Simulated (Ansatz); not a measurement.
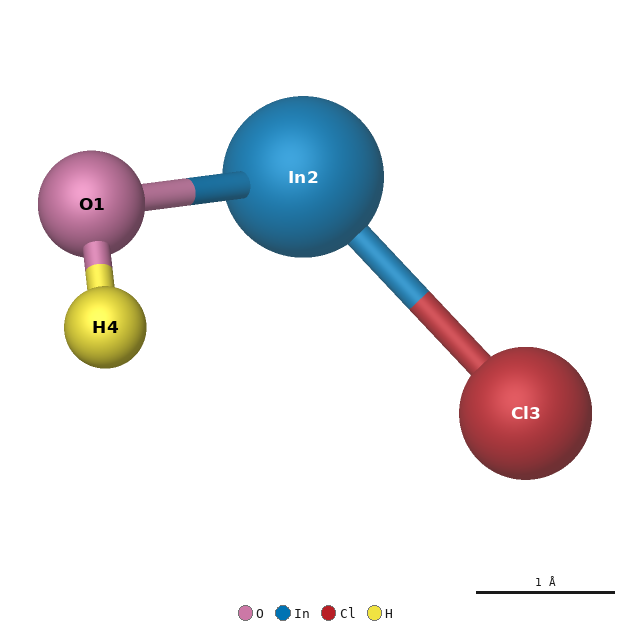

Figure made from data computed with Ansatz.

The species is neutral and a spin doublet. Geometry: moved along internal coordinates away from the minimum.

Question: Describe the coordination of atom 1.

Answer: O1 has 2 neighbours (In2 at 2.00, H4 at 1.06 Å); the arrangement is bent.

Question: How are the neighbours of atom 2 arranged?

Answer: In2 has 2 neighbours (O1 at 2.00, Cl3 at 2.37 Å); the arrangement is bent.
